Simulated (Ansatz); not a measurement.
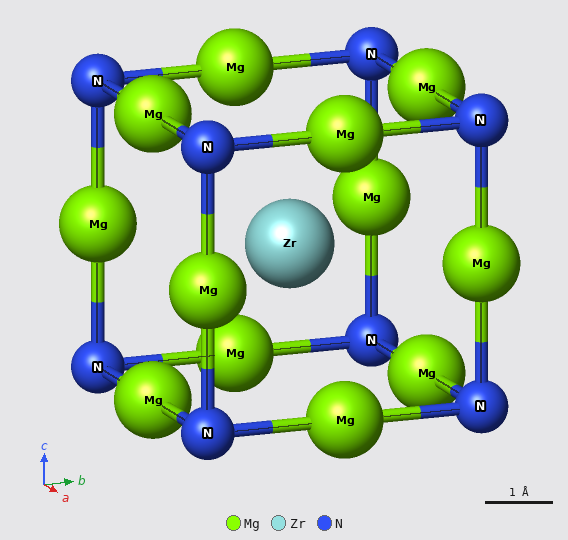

Ball-and-stick representation of a periodic structure, projected slightly off an axis. One simulation cell is framed, with atoms on its boundary repeated.

Input for the calculation:
```yaml
crystal:
  lattice:
    - [4.4471177862, 0.0, 0.0]
    - [0.0, 4.4471177862, 0.0]
    - [0.0, 0.0, 4.4471177862]
  atoms:
    - { symbol: Mg, position: [0.0, 0.0, 0.5] }
    - { symbol: Mg, position: [0.0, 0.5, 0.0] }
    - { symbol: Mg, position: [0.5, 0.0, 0.0] }
    - { symbol: Zr, position: [0.5, 0.5, 0.5] }
    - { symbol: "N", position: [0.0, 0.0, 0.0] }
basis:
  ecutwfc: 420
kpoints:
  mp_grid: { grid: [8, 8, 8] }
  band_path:
    path:
      - [[0.0, 0.0, 0.0], [0.0, 0.5, 0.0], [0.5, 0.5, 0.0], [0.0, 0.0, 0.0], [0.5, 0.5, 0.5], [0.0, 0.5, 0.0]]
      - [[0.5, 0.5, 0.5], [0.5, 0.5, 0.0]]
    npoints: 14
hamiltonian:
  xc: pbe
scf:
  occupations: { method: gaussian, width: 0.1 }
  n_extra_bands: 12
output:
  forces: true
  stress: true
  eigenvalues: true
  populations: true
  dos: { projected: true, de: 0.02, nscf_kmesh: { grid: [10, 10, 10] } }
  bader: true
  write_density: true
  write_potential: true
  elf: true
  volumetric_format: npy
```
Run as:
```sh
ansatz run input.yaml --threads 1 --pin off --max-ram 2560MiB --backend cpu --events-out ev --progress --plain --runs-dir out
```

Run with DFT PBE, scalar-relativistic, plane waves, PAW (Ansatz 0.2.0) and these settings: a kinetic-energy cutoff of 420 eV, Brillouin-zone sampling on an 8×8×8 mesh, Gaussian smearing of 0.1 eV, no spin polarisation.

> How are the electrons shared out in a Bader analysis?

Mg +1.45 e; Zr -2.02 e; N -2.34 e.

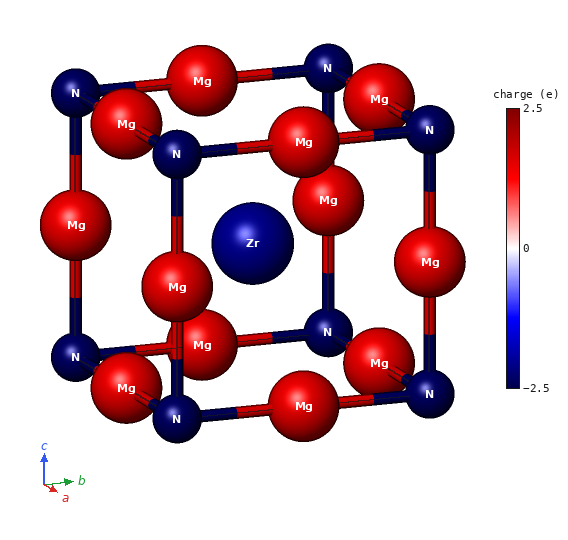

The atoms coloured by those charges.

Provenance: a structure type filled with these elements by a generator (whether the compound takes this form wasn't checked). Earlier steps of the study, as a rule a relaxation of our own, may have changed the cell and positions, so they can lie some per cent off the listed ones. It went into a calculation with Ansatz.
